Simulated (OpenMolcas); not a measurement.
## How methods differ on AlH2F (SMILES [F][AlH2])

The species is AlH2F (4 atoms), meant as a singlet with charge 0. SMILES: `[F][AlH2]`. The shape comes from GFN2-xTB, which is rough for such elements, and wasn't checked as a minimum.

```xyz
4

F    -0.3464   -0.0150    1.5652
Al    0.0083    0.0003   -0.0373
H    -0.3870   -1.1977   -0.8985
H     0.7251    1.2124   -0.6294
```

Quantity: the energy change with the F1–Al2 bond stretched from 1.641 to 3.283 Å, in eV. The values are calculated.

| level | kind | program | value (eV) | less FCI/STO-3G | CPU time (all runs) |
| --- | --- | --- | --- | --- | --- |
| HF/STO-3G (restricted) | Hartree–Fock | OpenMolcas | 9.94 | +4.51 | 3.3 s |
| r2SCAN/STO-3G (restricted) | meta-GGA | OpenMolcas | 7.54 | +2.11 | 16 s |
| B3LYP/STO-3G (restricted) | global hybrid | OpenMolcas | 7.76 | +2.33 | 8 s |
| PBE0/STO-3G (restricted) | global hybrid | OpenMolcas | 7.94 | +2.51 | 7.4 s |
| B2PLYP/STO-3G (restricted) | double hybrid | OpenMolcas | 7.25 | +1.82 | 8.7 s |
| MP2/STO-3G (restricted) | perturbation theory | OpenMolcas | 7.21 | +1.78 | 2.9 s |
| CASPT2(2,2)/STO-3G | multireference | OpenMolcas | 5.49 | +0.06 | 2.8 s |
| ACPF/STO-3G (restricted) | coupled cluster or CI | OpenMolcas | -2.12 | -7.55 | 3.1 s |
| FCI/STO-3G | exact in the basis | OpenMolcas | 5.43 | 0.00 | 7.9 s |

FCI/STO-3G is exact within its basis and frozen core, so for wave-function methods in that basis the difference is their error; functionals converge differently with the basis, so for them it is only a difference. Spin-restricted single references rise too steeply as a bond breaks, Hartree–Fock most of all. Perturbation and coupled-cluster corrections on them can overshoot downwards. The first shape isn't each level's own minimum. The values span -2.12 to 9.94 eV. All rows use very small basis sets, so even the best lies far from the true value. CPU times are rough (shared hosts, several kinds of processor): they show what a rung costs within a factor of a few.

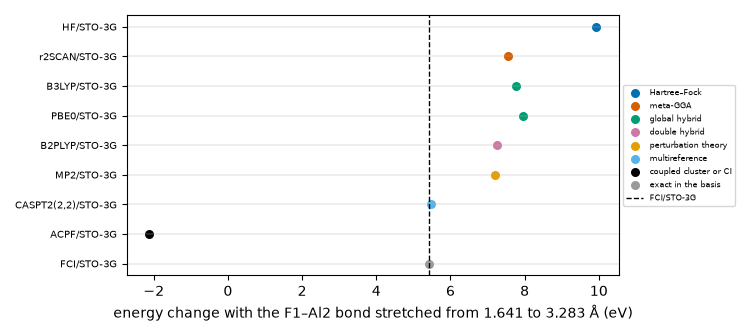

The values of the table, level by level.
